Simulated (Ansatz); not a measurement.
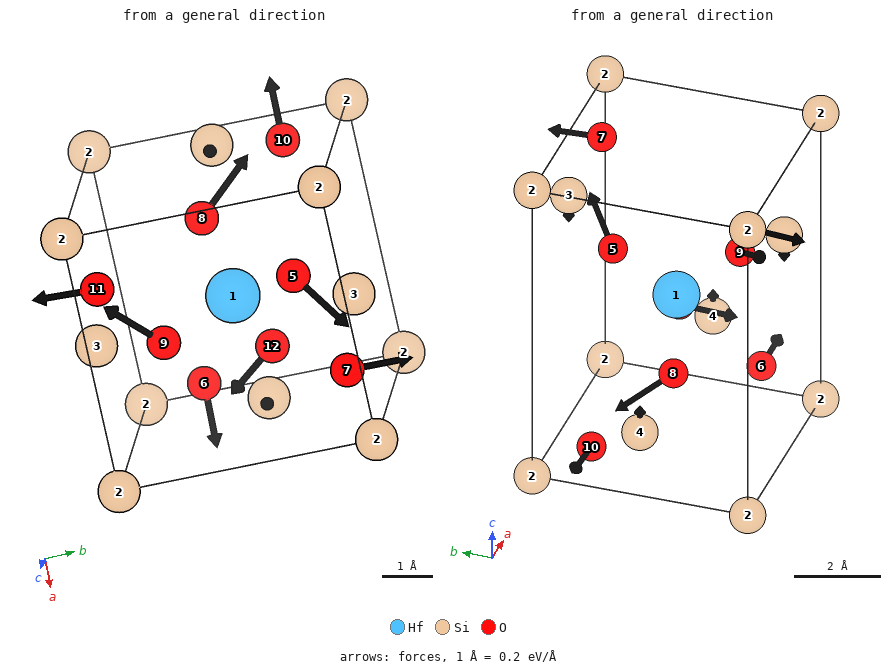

Structure drawing (spheres-only), viewed from two general directions. The frame is the simulation cell; atoms at its boundary are shown with their periodic copies. The arrows are the computed forces on the atoms.

System: HfSi3O8. The calculation used DFT r2SCAN, scalar-relativistic, plane waves, PAW in Ansatz, with plane waves to 500 eV, a 4×4×4 k-point grid, Gaussian smearing of 0.02 eV, no spin polarisation.

> Is the structure at rest?

No. The atoms still feel forces of up to about 0.26 eV/Å, far above a usual threshold of 0.01 to 0.03 eV/Å.

> Where does the largest force act?

O5, O8, O9 and O12, about 0.26 eV/Å.

The initial geometry was a structure type filled with these elements by a generator (whether the compound takes this form wasn't checked). Earlier steps of the study may have refined or changed the cell and positions. It was run through Ansatz as a DFT input.
